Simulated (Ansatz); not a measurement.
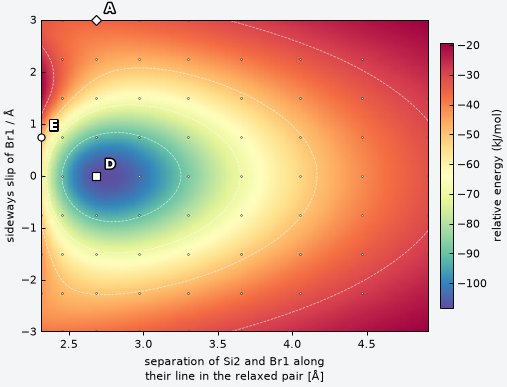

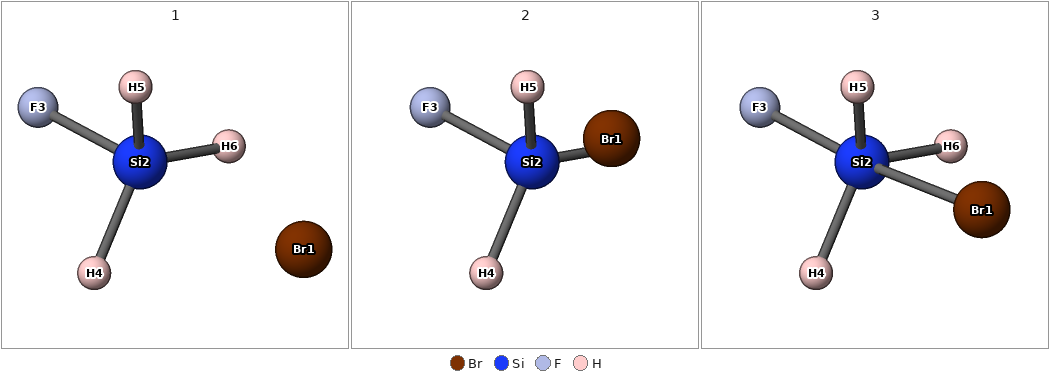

The pair Br···FH₃Si, charge −1. The first coordinate is: separation of Si2 and Br1 along their line in the relaxed pair; the second: sideways slip of Br1. Nothing is relaxed (both partners rigid). The grid has 9 × 9 points. Points are written as (first, second). All energies are given in kJ/mol relative to the ion and the molecule far apart, frozen as in the relaxed pair, each in its own basis (no counterpoise correction). Theory: RKS PBE0-D4/def2-TZVPD in Ansatz.

The picture shows a smooth colour map with a few white contour lines, dots at the grid points, lettered points. Between grid points the surface is interpolated. The numbered pictures are the structures at these points, in random order.

**Which structure belongs to which point?**

A is structure 2: (2.685 Å, 3.00 Å), −35 kJ/mol; D is structure 1: (2.685 Å, 0.00 Å), −108 kJ/mol; E is structure 3: (2.312 Å, 0.75 Å), −45 kJ/mol.
